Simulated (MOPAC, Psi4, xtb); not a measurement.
Two rigid molecules brought together: H4OSi ··· H4OSi (SMILES O[SiH3] and O[SiH3]). Monomers: optimised at B3LYP-D3(BJ) (def2-TZVP), held rigid. Orientation: a random orientation, not optimised. Only R, the distance of the centres of mass, is varied, so the lowest point isn't the relaxed dimer.

Geometry at R = 4.90 Å (first 6 atoms: monomer A):
```
12

Si    -0.3953     0.0350    -0.0486
O      1.2014     0.4329     0.1036
H     -1.1127     1.3112    -0.2348
H     -0.6295    -0.8502    -1.2166
H     -0.9042    -0.6577     1.1613
H      1.8403    -0.2711     0.2352
Si     2.0840    -3.1414     2.2097
O      2.6344    -4.6995     2.2286
H      0.6747    -3.2066     2.6430
H      2.8569    -2.2770     3.1361
H      2.1672    -2.5482     0.8518
H      3.5440    -4.8690     1.9733
```

Levels: GFN1-xTB (xtb); PBE-D3(BJ)/def2-TZVP, counterpoise-corrected (Psi4); PM7, restricted, heats of formation (MOPAC); PM6, restricted, heats of formation (MOPAC); HF/aug-cc-pVDZ, counterpoise-corrected (Psi4).

Interaction energies in kJ/mol (negative: bound); R is the distance of the centres of mass, d the H6···H11 distance.

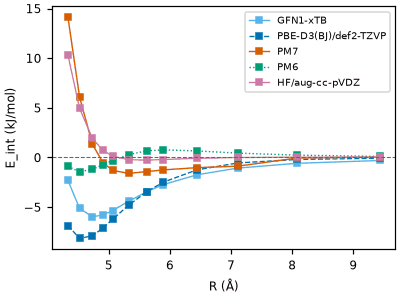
Interaction energy against separation.

```
R / Å  d / Å  GFN1-xTB  PBE-D3(BJ)/def2-TZVP    PM7    PM6  HF/aug-cc-pVDZ
-----  -----  --------  --------------------  -----  -----  --------------
4.33    1.87     -2.31                 -6.86  14.10  -0.88           10.30
4.52    2.04     -5.13                 -8.15   6.07  -1.46            4.94
4.73    2.23     -5.97                 -7.89   1.34  -1.18            1.93
4.90    2.38     -5.80                 -7.11  -0.51  -0.74            0.72
5.06    2.53     -5.34                 -6.23  -1.30  -0.31            0.14
5.32    2.77     -4.42                 -4.81  -1.60   0.28           -0.22
5.62    3.06     -3.44                 -3.44  -1.43   0.67           -0.26
5.89    3.32     -2.73                 -2.48  -1.25   0.77           -0.21
6.44    3.85     -1.74                 -1.24  -1.02   0.66           -0.08
7.11    4.50     -1.07                 -0.55  -0.87   0.44            0.00
8.07    5.44     -0.59                 -0.20  -0.06   0.24            0.03
9.43    6.79     -0.30                 -0.07   0.05   0.10            0.03
```

Lowest grid point: GFN1-xTB -5.97 kJ/mol at R = 4.73 Å; PBE-D3(BJ)/def2-TZVP -8.15 kJ/mol at R = 4.52 Å; PM7 -1.60 kJ/mol at R = 5.32 Å; PM6 -1.46 kJ/mol at R = 4.52 Å; HF/aug-cc-pVDZ -0.26 kJ/mol at R = 5.62 Å.
